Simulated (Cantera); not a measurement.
Charge: 1 mol FeCl3, 0.49 mol N2, 1.8 mol O2, equilibrated at 0.750 Pa.

These are equilibrium values from Cantera (NASA tables, ideal gas, pure condensed phases), not measurements of a reactor. Candidate condensed phases: Fe, FeCl2, FeCl3, FeO, Fe2O3, Fe3O4; 19 gas species. The numbers say what is thermodynamically allowed, not how fast it happens.

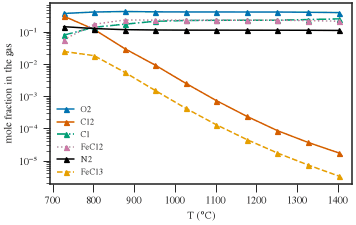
*Equilibrium gas composition (values under 1e-9 drawn at 1e-9)*

From 727 °C to 802 °C the condensed part is Fe2O3(s). From 877 °C to 1252 °C nothing is condensed. From 1327 °C to 1402 °C the condensed part is Fe3O4(s). The main Fe-bearing gas is FeCl2 throughout.
